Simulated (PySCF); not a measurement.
# One shape, several levels: InH2F (SMILES [H][In]([H])[F])

Wanted: a comparison of 6 runs (B2PLYP/STO-3G, PBE/STO-3G, PBE0/STO-3G, wB97X-V/STO-3G, BCCD(T)/STO-3G, NEVPT2(2,2)/STO-3G) of InH2F. The job is set up through a Python script.

The results are computed with PySCF 2.14.0.

2 further runs of the same task are left out: 2 set aside as unsound or not needed.

## 1. The molecule

The species is InH2F (4 atoms), meant as a singlet with charge 0. SMILES: `[H][In]([H])[F]`. Geometry: a GFN2-xTB relaxation, a rough one for these elements and not checked as a minimum.

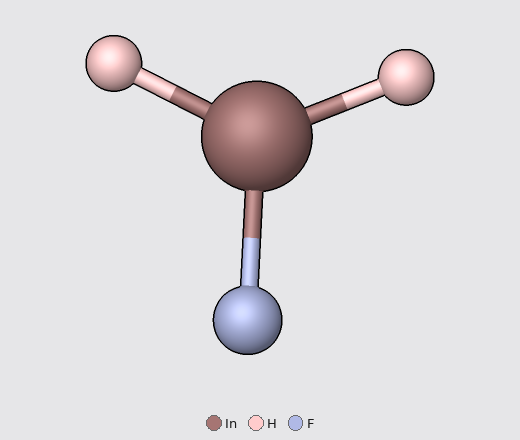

Viewed from a chosen angle; indium brown, hydrogen pink, fluorine light blue.

## 2. The energy at B2PLYP/STO-3G (run 1)

Contents of input.py:

```python
# InH2F
from pyscf import gto, dft, mp

mol = gto.M(
    atom=[
    ('In', (0.069180, 0.117330, -0.000190)),
    ('H', (1.751200, -0.073770, 0.013580)),
    ('H', (-0.891440, 1.509340, -0.018860)),
    ('F', (-0.928940, -1.552910, 0.005460)),
],
    max_memory=1860,
    basis='sto-3g',
    spin=0,
    verbose=3,
)

myscf = dft.RKS(mol)
myscf.xc = '0.53*HF + 0.47*B88, 0.73*LYP'
myscf.grids.level = 5
myscf.conv_tol = 1e-10
myscf.kernel()
if not myscf.converged:
    myscf = myscf.newton().run(myscf.mo_coeff, myscf.mo_occ)

pt = mp.MP2(myscf, frozen=19).run()
e_final = myscf.e_tot + 0.27 * pt.e_corr
print('PT2 part  %.8f' % (0.27 * pt.e_corr))
print('E(%s) = %.9f' % ('B2PLYP', e_final))
```

Started as:

```bash
$ OMP_NUM_THREADS=1 python input.py
```

Output:

```text
converged SCF energy = -5783.83426949284
E(RMP2) = -5783.91809670532  E_corr = -0.0838272124888933
E(SCS-RMP2) = -5783.92323155916  E_corr = -0.0889620663201406
PT2 part  -0.02263335
E(B2PLYP) = -5783.856902840
```

Run time: 6.3 s. Hardware: 1 thread of Intel Xeon Platinum 8488C (Sapphire Rapids), shared host; peak memory 0.26 GiB.

## 3. The energy at PBE/STO-3G (run 2)

Contents of job.py:

```python
# InH2F
from pyscf import gto, dft

mol = gto.Mole()
mol.atom = [
    ('In', (0.069180, 0.117330, -0.000190)),
    ('H', (1.751200, -0.073770, 0.013580)),
    ('H', (-0.891440, 1.509340, -0.018860)),
    ('F', (-0.928940, -1.552910, 0.005460)),
]
mol.spin = 0
mol.max_memory = 1860
mol.basis = 'sto-3g'
mol.verbose = 4
mol.build()

myscf = dft.RKS(mol, xc='pbe')
myscf.grids.level = 5
myscf.conv_tol = 1e-10
myscf.kernel()
if not myscf.converged:
    myscf = myscf.newton().run(myscf.mo_coeff, myscf.mo_occ)

energy = myscf.e_tot
print('Final energy', energy)
```

Started as:

```bash
$ OMP_NUM_THREADS=1 python job.py
```

Output:

```text
PySCF version 2.14.0

[... 73 lines left out ...]
converged SCF energy = -5783.74319735466
Final energy -5783.743197354663
```

It took 5.1 s on 1 thread of Intel Xeon Platinum 8488C (Sapphire Rapids), shared host; peak memory 0.26 GiB.

Runs 3 to 5 aren't shown in full; the table further down has their settings and results.

## 4. The energy at NEVPT2(2,2)/STO-3G (run 6)

Contents of input.py:

```python
import numpy
from pyscf import gto, scf, mp, mcscf, mrpt

molecule = gto.M(
    atom='In 0.069180 0.117330 -0.000190; H 1.751200 -0.073770 0.013580; H -0.891440 1.509340 -0.018860; F -0.928940 -1.552910 0.005460',
    max_memory=1860,
    spin=0,
    verbose=3,
    basis='sto-3g',
    charge=0,
)

mf = scf.RHF(molecule)
mf.conv_tol = 1e-10
mf.kernel()
if not mf.converged:
    mf = mf.newton().run(mf.mo_coeff, mf.mo_occ)

pt = mp.MP2(scf.addons.convert_to_uhf(mf)).run()
noons, natorbs = mcscf.addons.make_natural_orbitals(pt)
print('natural occupations', numpy.round(noons[:40], 4))
cas = mcscf.CASSCF(mf, 2, 2)
cas.fix_spin_(ss=0.0)
cas.natorb = True
cas.kernel(natorbs)
e_pt2 = mrpt.NEVPT(cas).kernel()
e_final = cas.e_tot + e_pt2
print('E(%s) = %.9f' % ('NEVPT2', e_final))
```

Started as:

```bash
$ OMP_NUM_THREADS=1 python input.py
```

Output:

```text
converged SCF energy = -5782.05900642417
E(UMP2) = -5782.11082498232  E_corr = -0.0518185581519822
E(SCS-UMP2) = -5782.11560015269  E_corr = -0.0565937285204992
natural occupations [2.     2.     2.     2.     2.     2.     2.     2.     2.     2.
 2.     2.     2.     2.     2.     2.     2.     2.     1.9999 1.9999
 1.9999 1.9997 1.9997 1.9996 1.9992 1.9975 1.9893 1.9891 1.9863 1.9767
 0.0265 0.0134 0.0128 0.0106]
CASSCF energy = -5782.07739668588
CASCI E = -5782.07739668588  E(CI) = -1.52027988296231  S^2 = 0.0000000
Sr    (-1)',   E = -0.00000000000003
Si    (+1)',   E = -0.00000000071665
Sijrs (0)  ,   E = -0.02140230629301
Sijr  (+1) ,   E = -0.00266686590511
Srsi  (-1) ,   E = -0.00116127751869
Srs   (-2) ,   E = -0.00003558264171
Sij   (+2) ,   E = -0.00081805732225
Sir   (0)' ,   E = -0.01054373561697
Nevpt2 Energy = -0.036627826014422
E(NEVPT2) = -5782.114024512
```

Wall time 2.4 s (1 thread of Intel Xeon Platinum 8488C (Sapphire Rapids), shared host); peak memory 0.12 GiB.

## 5. All runs side by side

```csv
run,level,frozen core orbitals,nlc grid,energy (Eh),dipole moment (D) of the reference,HOMO energy (eV),LUMO energy (eV),wall time
1,B2PLYP/STO-3G,19,–,-5783.856903,0.81,-5.65,3.61,6.3 s
2,PBE/STO-3G,–,–,-5783.743197,0.01,-1.97,1.35,5.1 s
3,PBE0/STO-3G,–,–,-5784.080290,0.44,-3.87,2.28,4.8 s
4,wB97X-V/STO-3G,–,1,-5784.139424,0.49,-6.17,4.62,24 s
5,BCCD(T)/STO-3G,19,–,-5782.132132,–,–,–,2.1 s
6,"NEVPT2(2,2)/STO-3G",–,–,-5782.114025,1.38,-8.43,5.98,2.4 s
```

## 6. Results

| quantity | value |
| --- | --- |
| run 6: total energy | -5782.11402 Eh |
| run 6: dipole moment (Hartree–Fock density) | 1.38 D |
| run 6: HOMO energy (Hartree–Fock orbitals) | -8.43 eV |
| run 6: LUMO energy (Hartree–Fock orbitals) | 5.98 eV |
| run 6: HOMO–LUMO gap (Hartree–Fock orbitals) | 14.41 eV |

**Reading.** Over runs 1, 2, 3, 4 the dipole moment (its size) runs from 0.01 D (PBE/STO-3G) to 0.81 D (B2PLYP/STO-3G). The two dipoles point in opposite directions. A double hybrid's value is that of its SCF part. Over runs 1, 2, 3, 4 the HOMO–LUMO gap runs from 3.32 eV (PBE/STO-3G) to 10.79 eV (wB97X-V/STO-3G). Totals of different functionals can't be ranked against each other. In runs 1, 2, 3, 4, 5, 6 the basis is minimal, so the values are rough. In runs 1, 2, 3, 4, 5, 6 relativity is left out where basis or elements ask for it. All runs together took 45 s, the longest 24 s.
